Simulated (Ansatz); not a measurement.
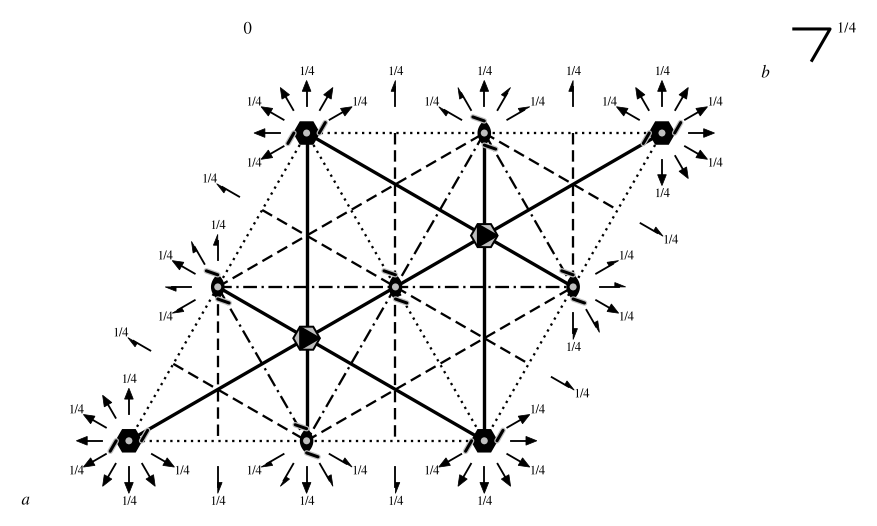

Symmetry elements of a space group, projected down c, computed from the operations of a computed or model structure of composition Sc.

Symbols follow the International Tables: origin at the upper left, the third axis towards the viewer; heavy, dashed, dotted, dash-dotted and dash-dot-dot lines are mirror, in-plane glide, out-of-plane glide, diagonal (n; with arrows d) and double (e) glide planes seen edge on; arrows at the rim are 2 (full head) and 2₁ (half head) axes in the plane; the corner sign is a plane parallel to the page; fractions are heights. Handed screw axes carry their printed symbol instead of tails.

### Give the Hermann–Mauguin symbol and number.

P6_3/mmc, No. 194; primitive hexagonal, point group 6/mmm, 24 general positions a cell.

### List the elements shown.

−6 axes along c at (1/3, 2/3), (2/3, 1/3); 6₃ axes along c at (0, 0); 2₁ axes along c at (0, 1/2), (1/2, 0), (1/2, 1/2); inversion centres at (0, 0), (0, 1/2), (1/2, 0), (1/2, 1/2); mirror planes holding c and [1 2 0] or [2 1 0] or [−1 1 0]; in-plane glide planes holding c and [1 2 0] or [2 1 0] or [−1 1 0]; c glide planes normal to a*, at x = 0; n glide planes normal to a*, at x = 1/2; c glide planes normal to b*, at y = 0; n glide planes normal to b*, at y = 1/2; c glide planes holding c and [1 1 0]; diagonal glide planes holding c and [1 1 0]; a mirror plane normal to c at height 1/4; 2 axes along [1 1 0] at height 0; 2 axes along [1 2 0] at height 1/4; 2 axes along [2 1 0] at height 1/4; 2 axes along [−1 1 0] at height 1/4; 2 axes along a at height 0; 2 axes along b at height 0; 2₁ axes along [1 1 0] at height 0; 2₁ axes along [1 2 0] at height 1/4; 2₁ axes along [2 1 0] at height 1/4; 2₁ axes along [−1 1 0] at height 1/4; 2₁ axes along a at height 0; 2₁ axes along b at height 0. Heights repeat every half period; positions are (a, b) fractions, modulo 1.
